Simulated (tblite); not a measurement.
# C$_{5}$H$_{9}$FSi: geometry relaxation (part 4 of 4)

The same run, continued: C$_{5}$H$_{9}$FSi, SMILES CCC1=C[C@@H](F)[SiH2]1; GFN2-xTB geometry optimisation, gas phase (tblite 0.8.0). 

Geometry of the input (Å):
```
C  2.1390  -0.6130  -0.8046
C  1.4159  -0.2861  0.4898
C  -0.0968  -0.0520  0.2735
C  -1.1772  -0.8710  0.2202
C  -2.3450  0.0940  -0.0488
F  -3.3423  0.1903  0.8574
Si -1.0966  1.5277  0.0271
H  1.7207  -1.5052  -1.2651
H  2.0374  0.2098  -1.5181
H  3.1924  -0.7820  -0.6203
H  1.8670  0.5961  0.9554
H  1.5489  -1.1229  1.2057
H  -1.2294  -1.9649  0.3524
H  -2.7550  0.0026  -1.0695
H  -1.1064  2.3834  1.2543
H  -0.7802  2.2022  -1.2436
```

### Trajectory as extended XYZ, continued
```
16
Properties=species:S:1:pos:R:3:forces:R:3 step=87 energy=-590.37754
C     2.1624   -0.3532   -0.7914   -0.0050  -0.0010  -0.0060
C     1.3428   -0.5488    0.4832    0.0180   0.0080  -0.0100
C    -0.0692   -0.1161    0.2878   -0.0060   0.0370   0.0450
C    -1.1953   -0.8220    0.4561    0.0150  -0.0090  -0.0250
C    -2.2990    0.0938    0.0066   -0.0130   0.0060   0.0160
F    -3.2830    0.3027    0.9662    0.0220   0.0140   0.0010
Si   -0.9542    1.4812   -0.2289    0.0140  -0.0100  -0.0220
H     1.7590   -0.9590   -1.6003   -0.0090   0.0100   0.0190
H     2.1364    0.6907   -1.0985   -0.0010  -0.0150   0.0120
H     3.1976   -0.6437   -0.6269   -0.0060   0.0060  -0.0010
H     1.7914    0.0452    1.2858   -0.0220  -0.0150  -0.0100
H     1.3628   -1.5997    0.7840    0.0300   0.0050   0.0010
H    -1.3259   -1.8281    0.8216   -0.0130  -0.0260  -0.0160
H    -2.8334   -0.2734   -0.8751   -0.0180   0.0050  -0.0020
H    -1.0105    2.5334    0.7799   -0.0060  -0.0020  -0.0160
H    -0.7895    2.0060   -1.5844    0.0000  -0.0130   0.0150
16
Properties=species:S:1:pos:R:3:forces:R:3 step=89 energy=-590.37863
C     2.1676   -0.3357   -0.7852   -0.0340  -0.0080  -0.0060
C     1.3403   -0.5613    0.4785    0.0200   0.0110   0.0280
C    -0.0714   -0.1278    0.2819   -0.0090  -0.0120   0.0640
C    -1.2012   -0.8267    0.4575    0.0060  -0.0010  -0.0030
C    -2.3024    0.0961    0.0145    0.0020   0.0040  -0.0090
F    -3.2728    0.3193    0.9845    0.0270   0.0150   0.0030
Si   -0.9475    1.4702   -0.2430   -0.0110  -0.0140  -0.0330
H     1.7639   -0.9251   -1.6053    0.0240  -0.0140  -0.0110
H     2.1375    0.7134   -1.0745    0.0180  -0.0190   0.0340
H     3.2021   -0.6285   -0.6189   -0.0170   0.0160  -0.0280
H     1.7785    0.0197    1.2965   -0.0180  -0.0120  -0.0090
H     1.3684   -1.6182    0.7616    0.0000   0.0410  -0.0180
H    -1.3392   -1.8293    0.8310    0.0020  -0.0170  -0.0260
H    -2.8516   -0.2696   -0.8590   -0.0110  -0.0010   0.0030
H    -0.9970    2.5350    0.7504    0.0000   0.0190   0.0080
H    -0.7825    1.9774   -1.6046   -0.0010  -0.0090   0.0030
16
Properties=species:S:1:pos:R:3:forces:R:3 step=91 energy=-590.37974
C     2.1717   -0.3116   -0.7770   -0.0270  -0.0140   0.0100
C     1.3370   -0.5782    0.4728   -0.0050   0.0010   0.0330
C    -0.0745   -0.1421    0.2798   -0.0090  -0.0140   0.0400
C    -1.2088   -0.8311    0.4637   -0.0150  -0.0130   0.0040
C    -2.3057    0.1002    0.0250    0.0080  -0.0140  -0.0240
F    -3.2564    0.3452    1.0092    0.0210   0.0170  -0.0020
Si   -0.9399    1.4552   -0.2653   -0.0140   0.0050   0.0280
H     1.7735   -0.8761   -1.6164    0.0320  -0.0240  -0.0240
H     2.1413    0.7449   -1.0344    0.0130   0.0130   0.0270
H     3.2056   -0.6055   -0.6116   -0.0070   0.0050  -0.0360
H     1.7639   -0.0223    1.3126    0.0070   0.0160   0.0050
H     1.3706   -1.6422    0.7252   -0.0210   0.0210  -0.0180
H    -1.3546   -1.8305    0.8447    0.0080   0.0000  -0.0310
H    -2.8744   -0.2643   -0.8369   -0.0020  -0.0140   0.0210
H    -0.9826    2.5375    0.7112    0.0120   0.0080  -0.0150
H    -0.7743    1.9297   -1.6369   -0.0010   0.0070  -0.0170
16
Properties=species:S:1:pos:R:3:forces:R:3 step=93 energy=-590.38049
C     2.1716   -0.2891   -0.7671    0.0460  -0.0030   0.0100
C     1.3336   -0.5927    0.4699   -0.0500  -0.0170   0.0190
C    -0.0776   -0.1524    0.2847    0.0210   0.0310  -0.0320
C    -1.2146   -0.8351    0.4682   -0.0320  -0.0160   0.0060
C    -2.3073    0.1030    0.0334   -0.0040  -0.0240  -0.0010
F    -3.2337    0.3703    1.0349   -0.0050   0.0240   0.0010
Si   -0.9351    1.4413   -0.2865    0.0180   0.0240   0.0630
H     1.7851   -0.8302   -1.6258   -0.0100  -0.0320  -0.0370
H     2.1427    0.7730   -0.9925   -0.0070   0.0700   0.0040
H     3.2062   -0.5825   -0.6072    0.0130  -0.0120  -0.0120
H     1.7548   -0.0665    1.3303    0.0270   0.0340   0.0150
H     1.3660   -1.6631    0.6841   -0.0210  -0.0370   0.0210
H    -1.3653   -1.8321    0.8506    0.0010  -0.0300  -0.0150
H    -2.8983   -0.2623   -0.8120   -0.0050  -0.0300   0.0060
H    -0.9711    2.5434    0.6683    0.0150   0.0080  -0.0210
H    -0.7646    1.8841   -1.6674   -0.0060   0.0110  -0.0250
16
Properties=species:S:1:pos:R:3:forces:R:3 step=96 energy=-590.38118
C     2.1755   -0.2851   -0.7651    0.0010   0.0030  -0.0010
C     1.3306   -0.5965    0.4678    0.0030  -0.0040  -0.0070
C    -0.0797   -0.1544    0.2806    0.0040  -0.0040  -0.0020
C    -1.2171   -0.8366    0.4696    0.0050   0.0050   0.0050
C    -2.3096    0.1017    0.0360    0.0000   0.0050   0.0010
F    -3.2328    0.3749    1.0394   -0.0010   0.0160   0.0040
Si   -0.9349    1.4402   -0.2880   -0.0020   0.0010  -0.0120
H     1.7953   -0.8263   -1.6285   -0.0010   0.0010  -0.0010
H     2.1434    0.7795   -0.9876   -0.0060   0.0020   0.0180
H     3.2108   -0.5760   -0.6031   -0.0010  -0.0040   0.0000
H     1.7508   -0.0742    1.3330    0.0030   0.0000  -0.0160
H     1.3588   -1.6694    0.6748   -0.0020  -0.0020   0.0210
H    -1.3674   -1.8332    0.8543    0.0050  -0.0150  -0.0220
H    -2.9045   -0.2673   -0.8050   -0.0020  -0.0160  -0.0040
H    -0.9611    2.5474    0.6589    0.0060   0.0210   0.0070
H    -0.7657    1.8841   -1.6713   -0.0130  -0.0090   0.0080
16
Properties=species:S:1:pos:R:3:forces:R:3 step=98 energy=-590.38151
C     2.1753   -0.2829   -0.7628    0.0050   0.0010  -0.0120
C     1.3305   -0.5979    0.4687   -0.0020  -0.0050  -0.0090
C    -0.0798   -0.1552    0.2828    0.0050  -0.0050  -0.0110
C    -1.2172   -0.8387    0.4674    0.0030   0.0050   0.0000
C    -2.3095    0.1016    0.0367    0.0000   0.0070   0.0030
F    -3.2259    0.3821    1.0445   -0.0070   0.0010   0.0050
Si   -0.9345    1.4393   -0.2883    0.0010  -0.0020  -0.0260
H     1.7956   -0.8241   -1.6262   -0.0060   0.0080  -0.0150
H     2.1413    0.7823   -0.9823   -0.0040  -0.0020   0.0110
H     3.2111   -0.5733   -0.6031   -0.0020   0.0000   0.0100
H     1.7510   -0.0781    1.3342    0.0080   0.0080   0.0070
H     1.3589   -1.6712    0.6721   -0.0040  -0.0110   0.0270
H    -1.3673   -1.8387    0.8442    0.0050  -0.0030  -0.0150
H    -2.9103   -0.2687   -0.7998    0.0040  -0.0040   0.0020
H    -0.9605    2.5530    0.6507    0.0050   0.0180   0.0150
H    -0.7662    1.8795   -1.6730   -0.0110  -0.0140   0.0080
16
Properties=species:S:1:pos:R:3:forces:R:3 step=100 energy=-590.38174
C     2.1747   -0.2817   -0.7623   -0.0050  -0.0080  -0.0090
C     1.3310   -0.5995    0.4692   -0.0040   0.0000  -0.0030
C    -0.0793   -0.1563    0.2834   -0.0040  -0.0010  -0.0060
C    -1.2171   -0.8394    0.4668   -0.0010  -0.0020  -0.0090
C    -2.3090    0.1026    0.0373    0.0020  -0.0010   0.0030
F    -3.2227    0.3873    1.0466   -0.0070  -0.0100   0.0020
Si   -0.9336    1.4389   -0.2889    0.0040   0.0000   0.0010
H     1.7932   -0.8205   -1.6265    0.0010   0.0160  -0.0140
H     2.1398    0.7847   -0.9767    0.0020  -0.0130   0.0020
H     3.2102   -0.5734   -0.6037    0.0000   0.0030   0.0040
H     1.7523   -0.0784    1.3334    0.0050   0.0080   0.0190
H     1.3604   -1.6727    0.6746   -0.0060  -0.0010   0.0140
H    -1.3672   -1.8421    0.8370    0.0050   0.0100  -0.0090
H    -2.9119   -0.2688   -0.7976    0.0040   0.0040   0.0090
H    -0.9613    2.5559    0.6482    0.0090  -0.0010  -0.0030
H    -0.7671    1.8722   -1.6751   -0.0060  -0.0050  -0.0030
16
Properties=species:S:1:pos:R:3:forces:R:3 step=102 energy=-590.38186
C     2.1744   -0.2816   -0.7624   -0.0060  -0.0050   0.0000
C     1.3307   -0.6003    0.4691    0.0000   0.0060   0.0040
C    -0.0794   -0.1574    0.2823   -0.0030   0.0030   0.0020
C    -1.2176   -0.8395    0.4663    0.0010  -0.0020  -0.0070
C    -2.3091    0.1031    0.0377   -0.0010  -0.0010   0.0030
F    -3.2230    0.3877    1.0470   -0.0010  -0.0080   0.0030
Si   -0.9329    1.4383   -0.2896    0.0010   0.0010   0.0160
H     1.7929   -0.8168   -1.6290    0.0020   0.0080  -0.0070
H     2.1394    0.7854   -0.9731    0.0060  -0.0080  -0.0030
H     3.2098   -0.5735   -0.6035    0.0000   0.0000  -0.0020
H     1.7523   -0.0764    1.3321   -0.0040  -0.0030   0.0100
H     1.3606   -1.6731    0.6777   -0.0030   0.0070   0.0040
H    -1.3681   -1.8422    0.8358    0.0030   0.0030  -0.0040
H    -2.9121   -0.2683   -0.7967    0.0000   0.0040   0.0010
H    -0.9588    2.5552    0.6484    0.0090  -0.0070  -0.0120
H    -0.7669    1.8683   -1.6764   -0.0050   0.0020  -0.0090
16
Properties=species:S:1:pos:R:3:forces:R:3 step=104 energy=-590.38193
C     2.1739   -0.2816   -0.7620    0.0040   0.0030   0.0050
C     1.3304   -0.6005    0.4695    0.0010   0.0050   0.0060
C    -0.0798   -0.1583    0.2819    0.0030   0.0040   0.0030
C    -1.2180   -0.8405    0.4649    0.0020   0.0010   0.0000
C    -2.3094    0.1029    0.0381   -0.0010   0.0020   0.0010
F    -3.2221    0.3875    1.0485    0.0010  -0.0070   0.0050
Si   -0.9324    1.4374   -0.2898   -0.0020   0.0010   0.0010
H     1.7931   -0.8137   -1.6305   -0.0030  -0.0030  -0.0020
H     2.1393    0.7855   -0.9707    0.0060   0.0060  -0.0050
H     3.2096   -0.5729   -0.6035   -0.0010  -0.0060  -0.0020
H     1.7515   -0.0756    1.3326   -0.0060  -0.0070   0.0020
H     1.3605   -1.6729    0.6793   -0.0020   0.0030   0.0020
H    -1.3686   -1.8431    0.8340    0.0020  -0.0050  -0.0020
H    -2.9139   -0.2680   -0.7953   -0.0020   0.0040  -0.0060
H    -0.9552    2.5555    0.6458    0.0060   0.0010  -0.0020
H    -0.7664    1.8673   -1.6770   -0.0060  -0.0010  -0.0060
```

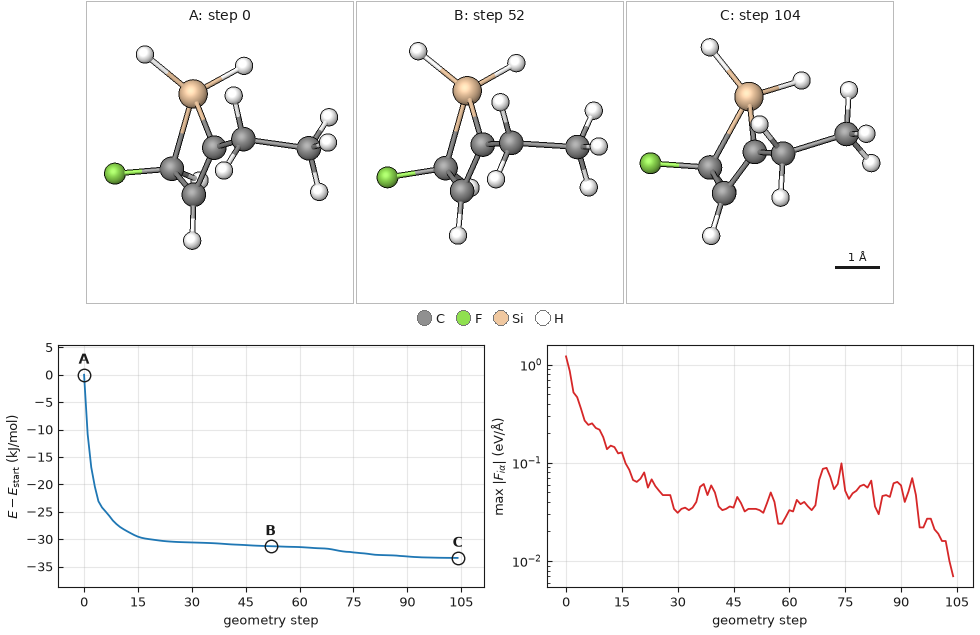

Frames of the relaxation (ball-and-stick view, seen at a tilt) above the curves, on which the letters mark them (steps are counted from 0).

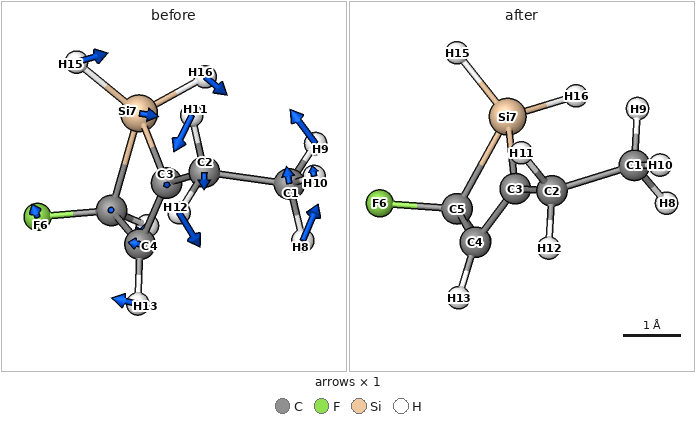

Before (left) and after (right) the relaxation, at one scale (ball-and-stick view, seen at a tilt). The blue arrows give the displacements, at true length. The largest move after the best rigid fit is that of H9, 0.81 Å. By element the largest moves are H 0.81 Å, Si 0.37 Å, C 0.33 Å, F 0.29 Å. Among the contacts that change: C2–C3 1.546 → 1.490 Å, C5–Si7 1.903 → 1.945 Å, C5–F6 1.351 → 1.391 Å, Si7–H15 1.496 → 1.458 Å. Among the angles that change: Si7–C5–H14 110.1° → 119.7°, C3–Si7–H16 112.5° → 118.8°, C4–C5–F6 119.2° → 113.5°. After 104 geometry steps the energy has fallen by 33.4 kJ/mol. Largest force component: 1.2 eV/Å at the start, 0.007 eV/Å at the end. (Atoms are counted from 1 in the order of the input.)

### Key numbers

| quantity | value |
| --- | --- |
| outcome | converged |
| total energy | −590.3819 eV |
| wall time | 1.1 s |
| peak memory | 0.18 GiB |
